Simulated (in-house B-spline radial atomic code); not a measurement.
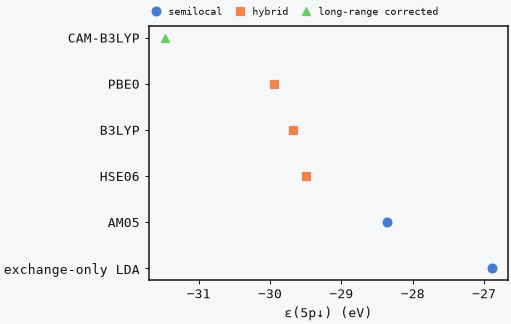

The Eu⁺ ion in the configuration [Xe] 4f7 6s1 (high spin). All runs are scalar-relativistic, spin-polarised and spherical, computed with an in-house B-spline radial code (spin-free X2C). The plot shows the eigenvalue (eV) of the 5p down orbital by 6 methods.

### Rank the methods.

The deepest is CAM-B3LYP (−31.5) and the shallowest exchange-only LDA (−26.9), a spread of 4.58 eV. In order (eV): CAM-B3LYP (−31.5), PBE0 (−29.9), B3LYP (−29.7), HSE06 (−29.5), AM05 (−28.4), exchange-only LDA (−26.9). On the whole, exact exchange removes self-interaction and deepens occupied levels.
